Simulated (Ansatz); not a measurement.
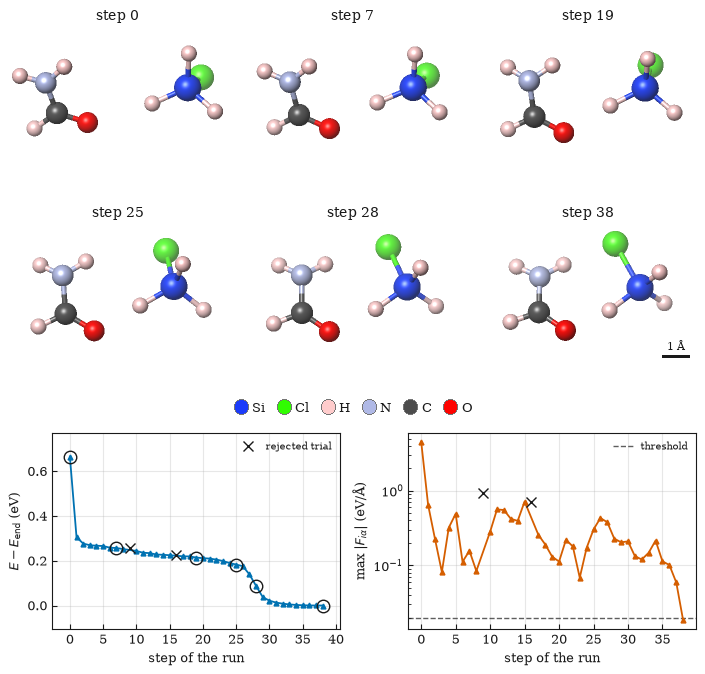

Frames of a relaxation of CH6ClNOSi, marked on the history of the run. A ball-and-stick model, seen at a tilt.

The run prepares the start of a later molecular dynamics calculation, from a guessed geometry.

Method: RKS PBE0-D4/STO-3G (Ansatz). Set-up: no spin polarisation; force threshold 0.02 eV/Å; at most 40 steps.

**Describe the path.**

The largest move after the best rigid fit is that of the Cl atom, 2.63 Å. By element the largest moves are Cl 2.63 Å, H 1.80 Å, N 1.14 Å, O 0.96 Å, Si 0.70 Å, C 0.60 Å. Among the contacts that change: Cl–Si 2.016 → 2.121 Å, C–N 1.345 → 1.402 Å, C–O 1.203 → 1.255 Å, H–N 1.008 → 1.046 Å. Bond angles that change, for instance: Cl–Si–H 108.8° → 103.4°, C–N–H 122.4° → 118.0°, H–Si–H 111.9° → 115.2°. The energy falls by 0.665 eV in 36 accepted moves (38 points after the start). The largest force component goes from 4.5 to 0.018 eV/Å. The line search rejected the trial steps at points 9, 16 of the run. The run took 110 s on 1 thread of Intel(R) Xeon(R) Platinum 8259CL CPU @ 2.50GHz (Skylake/Cascade Lake) (shared host), peak memory 0.18 GiB. From step 0 to 7: an H atom moves most (0.44 Å), energy −0.408 eV. From step 7 to 19: the Cl atom moves most (0.59 Å), energy −0.043 eV. From step 19 to 25: the Cl atom moves most (0.76 Å), energy −0.031 eV. From step 25 to 28: the Cl atom moves most (0.59 Å), energy −0.095 eV. From step 28 to 38: the Cl atom moves most (0.46 Å), energy −0.087 eV.

| step | E − E(0), eV | largest force component, eV/Å | note |
| --- | --- | --- | --- |
| 0 | 0.0000 | 4.5422 |  |
| 1 | -0.3595 | 0.6510 |  |
| 2 | -0.3885 | 0.2264 |  |
| 3 | -0.3960 | 0.0816 |  |
| 4 | -0.3982 | 0.3201 |  |
| 5 | -0.3994 | 0.4909 |  |
| 6 | -0.4069 | 0.1120 |  |
| 7 | -0.4085 | 0.1569 |  |
| 8 | -0.4131 | 0.0841 |  |
| 9 | -0.4087 | 0.9465 | rejected |
| 10 | -0.4217 | 0.2826 |  |
| 11 | -0.4295 | 0.5622 |  |
| 13 | -0.4373 | 0.4216 |  |
| 14 | -0.4389 | 0.3946 |  |
| 16 | -0.4403 | 0.7040 | rejected |
| 17 | -0.4455 | 0.2566 |  |
| 19 | -0.4510 | 0.1309 |  |
| 20 | -0.4537 | 0.1126 |  |
| 22 | -0.4601 | 0.1792 |  |
| 23 | -0.4665 | 0.0685 |  |
| 25 | -0.4825 | 0.3031 |  |
| 26 | -0.4895 | 0.4309 |  |
| 28 | -0.5779 | 0.2288 |  |
| 29 | -0.6280 | 0.2040 |  |
| 31 | -0.6522 | 0.1331 |  |
| 32 | -0.6571 | 0.1200 |  |
| 34 | -0.6627 | 0.2153 |  |
| 35 | -0.6641 | 0.1133 |  |
| 37 | -0.6652 | 0.0592 |  |
| 38 | -0.6652 | 0.0183 |  |

Limits of the set-up: the start holds two separate molecules, 2.5 Å apart at their closest, whose relative position is a soft coordinate; STO-3G is a minimal basis, so the numbers are rough.
